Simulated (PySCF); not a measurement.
System: C7H7OP.

Input file:

```
{"job": {"kind": "nmr", "xc": "PBE0", "basis": "pcSseg-1"}, "charge": 0, "multiplicity": 1}
C     -2.702527     0.534491     0.565898
C     -1.792606    -0.423717    -0.158625
O     -2.217742    -1.372975    -0.779077
C     -0.336911    -0.140324    -0.071263
C      0.516304    -1.015102    -0.736170
C      1.892151    -0.902662    -0.761183
C      2.567029     0.120434    -0.108851
C      1.928382     1.104442     0.614673
P      0.215503     1.246987     0.840933
H     -2.459697     0.545852     1.626805
H     -2.567348     1.541052     0.174525
H     -3.736810     0.227966     0.432436
H      0.043218    -1.833809    -1.264091
H      2.464235    -1.637455    -1.308533
H      3.647625     0.146247    -0.171778
H      2.531594     1.867517     1.092888
```

Run with:

```sh
OMP_NUM_THREADS=1 python probes_run.py task.json out
```

Geometry: GFN2-xTB.

Level of theory: PySCF, PBE0/pcSseg-1, SCF density, gas phase, non-relativistic.

Q: What can the converged electron density and electron localisation function tell about the bonding?

A: C–O (1.21 Å): the density is about 3.3 e/Å³ at the midpoint; the ELF peaks at about 0.85 between the atoms; a multiple bond.
C–C (1.38 Å): ρ at the midpoint is about 2.1 e/Å³; the ELF peaks at about 0.95 between the atoms: a covalent bond.
C–P (1.73 Å): the density is about 1.3 e/Å³ at the midpoint; the ELF peaks at about 0.95 between the atoms (a covalent bond).
C–H (1.08 Å): ρ is about 2 e/Å³ halfway; the ELF climbs to about 1 towards the hydrogen, as it does in any bond to H; an ordinary covalent bond to hydrogen.

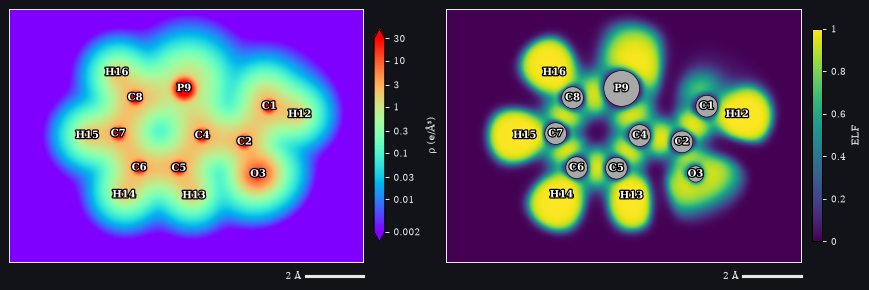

Computed electron density and electron localisation function on the plane of atoms C7, C8 and P9, in this order. Grey discs cover the atomic cores in the ELF map. 
